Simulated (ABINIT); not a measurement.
## InSbSe3 (Pm-3m): zone-centre phonons

Which modes does InSbSe3 (Pm-3m) have at the zone centre?

Program: ABINIT 10.8.3. Level of theory: DFT LDA, scalar-relativistic, plane waves, HGH norm-conserving pseudopotentials. Results are calculated unless marked as measured.

The structure was built from a prototype and need not be the compound's stable phase.

## (1) Starting point

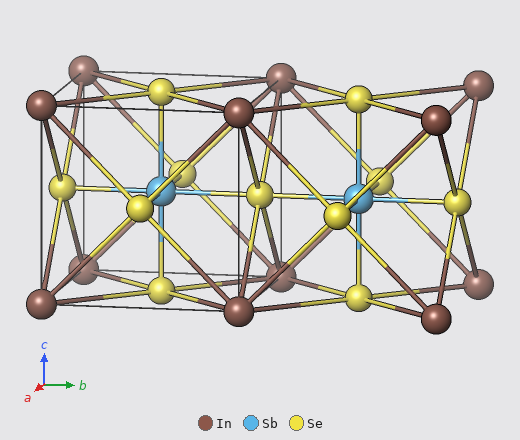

Start, viewed slightly off an axis; indium brown, antimony blue, selenium yellow. 1×2×1 cells are drawn. Some periodic images of atoms are drawn too.

## (2) A probe with smearing

A first run with smearing and empty bands tells whether the crystal has a gap, which decides between fixed occupations and smearing later on.

Contents of probe.abi:

```
# ground state
tolvrs 1.0d-08
prtden 1
prtwf 1

# basis, mesh and filling
ecut 20.0
ixc 7
ngkpt 4 4 4
nshiftk 1
shiftk 0.0 0.0 0.0
istwfk *1
occopt 7
tsmear 0.005
nband 20
nstep 100
diemac 9.0
prtebands 0
prtgsr 0

# cell and atoms
acell 9.555967067 9.555967067 9.555967067
rprim 
    1.0 0.0 0.0
    0.0 1.0 0.0
    0.0 0.0 1.0
ntypat 3
znucl 49 51 34
natom 5
typat 1 2 3 3 3
xred 
    0.0 0.0 0.0
    0.5 0.5 0.5
    0.5 0.5 0.0
    0.5 0.0 0.5
    0.0 0.5 0.5
pp_dirpath "./pseudo"
pseudos "In.hgh, Sb.hgh, Se.hgh"
```

Command:

```bash
$ OMP_NUM_THREADS=1 mpirun -n 4 abinit probe.abi > probe.log
```

Numbers of over 12 decimals in the logs are rounded to 6 here.

probe.abo, the main output file:

```text
[banners, grids, parts of the stress and lines that vanish by symmetry left out]
- input  file    -> probe.abi
- output file    -> probe.abo
- root for input  files -> probei
[...]
Symmetries : space group Pm -3 m (#221); Bravais cP (primitive cubic)
[...]
mpw =        3764          nfft =       64000          nkpt =          10
[...]
== DATASET  1 ==================================================================
[...]
cutoff_energies: {ecut:  20.0, pawecutdg:  -1.0, }
[...]
Exchange-correlation functional for the present dataset will be:
  LDA: Perdew-Wang 92 LSD fit to Ceperley-Alder data - ixc=7
[...]
ETOT  1  -36.023027193246    -3.602E+01 2.084E-02 3.030E+02
 ETOT  2  -36.100915305440    -7.789E-02 4.410E-03 6.652E+00
 ETOT  3  -36.103021572924    -2.106E-03 8.578E-04 6.632E-01
 ETOT  4  -36.103264421167    -2.428E-04 8.360E-04 1.298E-02
 ETOT  5  -36.103267946440    -3.525E-06 1.101E-04 3.036E-05
 ETOT  6  -36.103267952349    -5.909E-09 1.225E-04 1.332E-06
 ETOT  7  -36.103267952537    -1.881E-10 4.957E-05 2.582E-08
 ETOT  8  -36.103267952545    -7.780E-12 5.255E-05 4.243E-10
 At SCF step    8       vres2   =  4.24E-10 < tolvrs=  1.00E-08 =>converged.
[...]
sigma(1 1)= -1.44455216E-04  sigma(3 2)=  0.00000000E+00
  sigma(2 2)= -1.44455216E-04  sigma(3 1)=  0.00000000E+00
  sigma(3 3)= -1.44455216E-04  sigma(2 1)=  0.00000000E+00
[...]
convergence: {deltae: -7.780E-12, res2:  4.243E-10, residm:  5.255E-05, diffor: null, }
etotal    :  -3.61032680E+01
[...]
sigma(1 1)= -1.44455216E-04  sigma(3 2)=  0.00000000E+00
  sigma(2 2)= -1.44455216E-04  sigma(3 1)=  0.00000000E+00
  sigma(3 3)= -1.44455216E-04  sigma(2 1)=  0.00000000E+00
[...]
- sigma(1 1)= -4.25001918E+00  sigma(3 2)=  0.00000000E+00
- sigma(2 2)= -4.25001918E+00  sigma(3 1)=  0.00000000E+00
- sigma(3 3)= -4.25001918E+00  sigma(2 1)=  0.00000000E+00
[...]
fcart     -0.0000000000E+00 -0.0000000000E+00 -0.0000000000E+00
           strten     -1.4445521579E-04 -1.4445521579E-04 -1.4445521579E-04
================================================================================

[key lines of the parts left out:]
pressure_GPa:   4.2500E+00
```

Elapsed: 7.8 s, on 4 MPI ranks of Arm Neoverse V1, shared host; 31 s of CPU time.

Numbers from this step:

| Property | Result |
| --- | --- |
| volume per atom | 25.86 Å³ |
| pressure | 4.250 GPa |
| gap on the k-mesh | 0 eV |

No gap opens on this mesh, so smearing is kept; the printed pressure holds the stress of the finite basis too.

## (3) Rough relaxation

The typed start is rough, so a first relaxation with smearing and loose thresholds takes it towards rest cheaply.

Contents of prerelax.abi:

```
# relaxation
ionmov 2
optcell 2
dilatmx 1.15
chkdilatmx 0
ntime 40
tolmxf 3.0d-04
tolvrs 1.0d-10
prtwf 0
prtden 0
chksymtnons 0

# basis, mesh and filling
ecut 21.0
ecutsm 3.0
ixc 7
ngkpt 4 4 4
nshiftk 1
shiftk 0.0 0.0 0.0
istwfk *1
occopt 7
tsmear 0.005
nband 20
nstep 100
diemac 1000000.0
prtebands 0
prtgsr 0

# cell and atoms
acell 9.555967067 9.555967067 9.555967067
rprim 
    1.0 0.0 0.0
    0.0 1.0 0.0
    0.0 0.0 1.0
ntypat 3
znucl 49 51 34
natom 5
typat 1 2 3 3 3
xred 
    0.0 0.0 0.0
    0.5 0.5 0.5
    0.5 0.5 0.0
    0.5 0.0 0.5
    0.0 0.5 0.5
pp_dirpath "./pseudo"
pseudos "In.hgh, Sb.hgh, Se.hgh"
```

Command:

```bash
$ OMP_NUM_THREADS=1 mpirun -n 4 abinit prerelax.abi > prerelax.log
```

prerelax.abo, the main output file:

```text
[banners, grids, parts of the stress and lines that vanish by symmetry left out]
- input  file    -> prerelax.abi
- output file    -> prerelax.abo
- root for input  files -> prerelaxi
[...]
Symmetries : space group Pm -3 m (#221); Bravais cP (primitive cubic)
[...]
mpw =        6126          nfft =      110592          nkpt =          10
[...]
== DATASET  1 ==================================================================
[...]
cutoff_energies: {ecut:  21.0, pawecutdg:  -1.0, }
[...]
Exchange-correlation functional for the present dataset will be:
  LDA: Perdew-Wang 92 LSD fit to Ceperley-Alder data - ixc=7
[...]
ETOT  1  -36.023286831362    -3.602E+01 3.291E-02 5.235E+02
 ETOT  2  -36.099889699496    -7.660E-02 3.655E-03 2.255E+01
 ETOT  3  -36.102178959297    -2.289E-03 1.497E-03 1.244E+00
 ETOT  4  -36.102335073495    -1.561E-04 5.081E-04 4.199E-02
[...]
ETOT  8  -36.109170354869     1.116E-12 4.057E-11 1.913E-11
 At SCF step    8       vres2   =  1.91E-11 < tolvrs=  1.00E-10 =>converged.
[...]
sigma(1 1)= -2.04020812E-06  sigma(3 2)=  0.00000000E+00
  sigma(2 2)= -2.04020812E-06  sigma(3 1)=  0.00000000E+00
  sigma(3 3)= -2.04020812E-06  sigma(2 1)=  0.00000000E+00
[...]
convergence: {deltae:  1.116E-12, res2:  1.913E-11, residm:  4.057E-11, diffor: null, }
etotal    :  -3.61091704E+01
[...]
At Broyd/MD step   4, gradients are converged :
[...]
sigma(1 1)= -2.04020812E-06  sigma(3 2)=  0.00000000E+00
  sigma(2 2)= -2.04020812E-06  sigma(3 1)=  0.00000000E+00
  sigma(3 3)= -2.04020812E-06  sigma(2 1)=  0.00000000E+00
[...]
- sigma(1 1)= -6.00249952E-02  sigma(3 2)=  0.00000000E+00
- sigma(2 2)= -6.00249952E-02  sigma(3 1)=  0.00000000E+00
- sigma(3 3)= -6.00249952E-02  sigma(2 1)=  0.00000000E+00
[...]
fcart     -0.0000000000E+00 -0.0000000000E+00 -0.0000000000E+00
           strten     -2.0402081169E-06 -2.0402081169E-06 -2.0402081169E-06
================================================================================

[key lines of the parts left out:]
pressure_GPa:   6.0025E-02
Total energy (etotal) [Ha]= -3.61091703548686E+01
```

Wall time 46 s (4 MPI ranks).

Step by step:

```
step  energy less that of the first step (eV)  largest force (eV/Å)  volume (Å³)
   1                                   0.0000                0.0000       129.31
   2                                  -0.0610                0.0000       131.39
   3                                  -0.1836                0.0000       140.31
   4                                  -0.1858                0.0000       141.61
```

```
conventional cell, symmetrised  before  after  change
                         a (Å)   5.057  5.212  +3.1 %
                         b (Å)   5.057  5.212  +3.1 %
                         c (Å)   5.057  5.212  +3.1 %
              volume (Å³/atom)   25.86  28.32  +9.5 %
```

Final coordinates:

```xyz
5
Lattice="5.2123 0.0000 0.0000 0.0000 5.2123 0.0000 0.0000 0.0000 5.2123" Properties=species:S:1:pos:R:3 pbc="T T T"
In    0.0000    0.0000    0.0000
Sb    2.6062    2.6062    2.6062
Se    2.6062    2.6062    0.0000
Se    2.6062    0.0000    2.6062
Se    0.0000    2.6062    2.6062
```

Read from the output:

```
volume per atom : 28.32 Å³
pressure        : 0.06003 GPa
```

The volume changes by +9.5 % in this run and stands +9.5 % from the first cell.

## (4) Relaxation

The harmonic expansion needs vanishing forces, and a free crystal bears no stress, so cell and atoms are brought to rest. Stress is more sensitive to the basis than forces are: the last 3 Ha under the cutoff are smoothed with ecutsm, and the cutoff is raised above that of the later runs.

Contents of relax.abi:

```
# relaxation
ionmov 2
optcell 2
dilatmx 1.08
ntime 40
tolmxf 1.0d-05
tolvrs 1.0d-14
prtwf 0
prtden 0
chksymtnons 0

# basis, mesh and filling
ecut 26.0
ecutsm 3.0
ixc 7
ngkpt 4 4 4
nshiftk 1
shiftk 0.0 0.0 0.0
istwfk *1
occopt 6
tsmear 0.01
nband 20
nstep 100
diemac 1000000.0
prtebands 0
prtgsr 0

# cell and atoms
acell 9.849871229 9.849871229 9.849871229
rprim 
    1.0 0.0 0.0
    0.0 1.0 0.0
    0.0 0.0 1.0
ntypat 3
znucl 49 51 34
natom 5
typat 1 2 3 3 3
xred 
    0.0 0.0 0.0
    0.5 0.5 0.5
    0.5 0.5 0.0
    0.5 0.0 0.5
    0.0 0.5 0.5
pp_dirpath "./pseudo"
pseudos "In.hgh, Sb.hgh, Se.hgh"
```

Command:

```bash
$ OMP_NUM_THREADS=1 mpirun -n 4 abinit relax.abi > relax.log
```

relax.abo, the main output file:

```text
[banners, grids, parts of the stress and lines that vanish by symmetry left out]
- input  file    -> relax.abi
- output file    -> relax.abo
- root for input  files -> relaxi
[...]
Symmetries : space group Pm -3 m (#221); Bravais cP (primitive cubic)
[...]
mpw =        7689          nfft =      125000          nkpt =          10
[...]
== DATASET  1 ==================================================================
[...]
cutoff_energies: {ecut:  26.0, pawecutdg:  -1.0, }
[...]
Exchange-correlation functional for the present dataset will be:
  LDA: Perdew-Wang 92 LSD fit to Ceperley-Alder data - ixc=7
[...]
ETOT  1  -36.026248684300    -3.603E+01 2.585E-02 6.159E+02
 ETOT  2  -36.111804439321    -8.556E-02 3.250E-03 2.989E+01
 ETOT  3  -36.115030604763    -3.226E-03 1.426E-03 3.853E+00
 ETOT  4  -36.115481119899    -4.505E-04 2.095E-04 1.597E-01
 ETOT  5  -36.115509458771    -2.834E-05 2.460E-04 2.015E-02
[...]
At SCF step   12       vres2   =  4.71E-16 < tolvrs=  1.00E-14 =>converged.
[...]
sigma(1 1)= -1.26119350E-06  sigma(3 2)=  0.00000000E+00
  sigma(2 2)= -1.26119350E-06  sigma(3 1)=  0.00000000E+00
  sigma(3 3)= -1.26119350E-06  sigma(2 1)=  0.00000000E+00
[...]
convergence: {deltae:  2.842E-13, res2:  4.706E-16, residm:  1.105E-04, diffor: null, }
etotal    :  -3.61155120E+01
[...]
ETOT  1  -36.115512054817    -3.612E+01 5.897E-05 9.746E-04
[...]
At SCF step    8       vres2   =  2.39E-15 < tolvrs=  1.00E-14 =>converged.
[...]
sigma(1 1)= -1.09163043E-06  sigma(3 2)=  0.00000000E+00
  sigma(2 2)= -1.09163043E-06  sigma(3 1)=  0.00000000E+00
  sigma(3 3)= -1.09163043E-06  sigma(2 1)=  0.00000000E+00
[...]
convergence: {deltae: -5.826E-13, res2:  2.387E-15, residm:  2.893E-06, diffor: null, }
etotal    :  -3.61155121E+01
[...]
ETOT  1  -36.115508788558    -3.612E+01 1.366E-06 4.045E-02
[...]
ETOT  8  -36.115512527141    -1.080E-12 6.302E-08 1.040E-13
 ETOT  9  -36.115512527140     1.492E-13 1.700E-08 4.441E-16
 At SCF step    9       vres2   =  4.44E-16 < tolvrs=  1.00E-14 =>converged.
[...]
sigma(1 1)= -2.89718387E-09  sigma(3 2)=  0.00000000E+00
  sigma(2 2)= -2.89718387E-09  sigma(3 1)=  0.00000000E+00
  sigma(3 3)= -2.89718387E-09  sigma(2 1)=  0.00000000E+00
[...]
convergence: {deltae:  1.492E-13, res2:  4.441E-16, residm:  1.700E-08, diffor: null, }
etotal    :  -3.61155125E+01
[...]
At Broyd/MD step   3, gradients are converged :
[...]
sigma(1 1)= -2.89718387E-09  sigma(3 2)=  0.00000000E+00
  sigma(2 2)= -2.89718387E-09  sigma(3 1)=  0.00000000E+00
  sigma(3 3)= -2.89718387E-09  sigma(2 1)=  0.00000000E+00
[...]
- sigma(1 1)= -8.52380923E-05  sigma(3 2)=  0.00000000E+00
- sigma(2 2)= -8.52380923E-05  sigma(3 1)=  0.00000000E+00
- sigma(3 3)= -8.52380923E-05  sigma(2 1)=  0.00000000E+00
[...]
fcart     -0.0000000000E+00 -0.0000000000E+00 -0.0000000000E+00
           strten     -2.8971838708E-09 -2.8971838708E-09 -2.8971838700E-09
================================================================================

[key lines of the parts left out:]
pressure_GPa:   8.5238E-05
Total energy (etotal) [Ha]= -3.61155125271404E+01
```

It took 50 s on 4 MPI ranks; 3.3 min of CPU time.

Little changed from the start: no atom moved by 0.005 Å and no cell edge by 0.1 %.

Read from the output:

| Property | Result |
| --- | --- |
| volume per atom | 28.35 Å³ |
| pressure | 8.52e-5 GPa |

The volume changes by +0.1 % in this run and stands +9.6 % from the first cell.

## (5) Self-consistent run for the response

The response is built on these wavefunctions, so the potential is converged far more tightly than an energy would need. Smearing stays on, as the first look found no gap above 0.3 eV.

Contents of gs.abi:

```
# ground state
tolvrs 1.0d-16
prtden 1
prtwf 1

# basis, mesh and filling
ecut 20.0
ixc 7
ngkpt 4 4 4
nshiftk 1
shiftk 0.0 0.0 0.0
istwfk *1
occopt 6
tsmear 0.01
nband 20
nstep 100
diemac 1000000.0
prtebands 0
prtgsr 0

# cell and atoms
acell 9.852645197 9.852645197 9.852645197
rprim 
    1.0 0.0 0.0
    0.0 1.0 0.0
    0.0 0.0 1.0
ntypat 3
znucl 49 51 34
natom 5
typat 1 2 3 3 3
xred 
    0.0 0.0 0.0
    0.5 0.5 0.5
    0.5 0.5 0.0
    0.5 0.0 0.5
    0.0 0.5 0.5
pp_dirpath "./pseudo"
pseudos "In.hgh, Sb.hgh, Se.hgh"
```

Command:

```bash
$ OMP_NUM_THREADS=1 mpirun -n 4 abinit gs.abi > gs.log
```

gs.abo, the main output file:

```text
[banners, grids, parts of the stress and lines that vanish by symmetry left out]
- input  file    -> gs.abi
- output file    -> gs.abo
- root for input  files -> gsi
[...]
Symmetries : space group Pm -3 m (#221); Bravais cP (primitive cubic)
[...]
mpw =        4116          nfft =       64000          nkpt =          10
[...]
== DATASET  1 ==================================================================
[...]
cutoff_energies: {ecut:  20.0, pawecutdg:  -1.0, }
[...]
Exchange-correlation functional for the present dataset will be:
  LDA: Perdew-Wang 92 LSD fit to Ceperley-Alder data - ixc=7
[...]
ETOT  1  -36.024276916022    -3.602E+01 3.901E-02 3.095E+02
 ETOT  2  -36.105342927919    -8.107E-02 5.320E-03 1.634E+01
 ETOT  3  -36.108726087694    -3.383E-03 2.243E-03 2.043E+00
 ETOT  4  -36.109184456121    -4.584E-04 4.404E-04 8.871E-02
 ETOT  5  -36.109215054401    -3.060E-05 3.607E-04 1.210E-02
[...]
ETOT 12  -36.109218017282    -6.395E-13 5.659E-06 2.945E-16
 ETOT 13  -36.109218017283    -1.499E-12 9.426E-06 1.358E-17
 At SCF step   13       vres2   =  1.36E-17 < tolvrs=  1.00E-16 =>converged.
[...]
sigma(1 1)=  3.00626973E-05  sigma(3 2)=  0.00000000E+00
  sigma(2 2)=  3.00626973E-05  sigma(3 1)=  0.00000000E+00
  sigma(3 3)=  3.00626973E-05  sigma(2 1)=  0.00000000E+00
[...]
convergence: {deltae: -1.499E-12, res2:  1.358E-17, residm:  9.426E-06, diffor: null, }
etotal    :  -3.61092180E+01
[...]
sigma(1 1)=  3.00626973E-05  sigma(3 2)=  0.00000000E+00
  sigma(2 2)=  3.00626973E-05  sigma(3 1)=  0.00000000E+00
  sigma(3 3)=  3.00626973E-05  sigma(2 1)=  0.00000000E+00
[...]
- sigma(1 1)=  8.84475091E-01  sigma(3 2)=  0.00000000E+00
- sigma(2 2)=  8.84475091E-01  sigma(3 1)=  0.00000000E+00
- sigma(3 3)=  8.84475091E-01  sigma(2 1)=  0.00000000E+00
[...]
fcart     -0.0000000000E+00 -0.0000000000E+00 -0.0000000000E+00
           strten      3.0062697313E-05  3.0062697313E-05  3.0062697313E-05
================================================================================

[key lines of the parts left out:]
pressure_GPa:  -8.8448E-01
```

Wall time 12 s (4 MPI ranks).

Numbers from this step:

```yaml
pressure: -0.8845 GPa
```

The cell stands at -0.88 GPa: the relaxation ran with a smoothed and higher cutoff, and the difference is a stress of the finite basis.

(Continued in part 2 of 4.)

[Host names and launcher messages were left out of these logs when they were recorded.]

[Logs are printed without paths, hosts, clocks, repeated set-up lines and the standing remarks that a program may print on its own settings, such as how far it seeks lower states.]

[Hosts, paths, dates, database ids (printed as entryN), source tags and the programs' standing remarks are cut or masked in the printed files.]
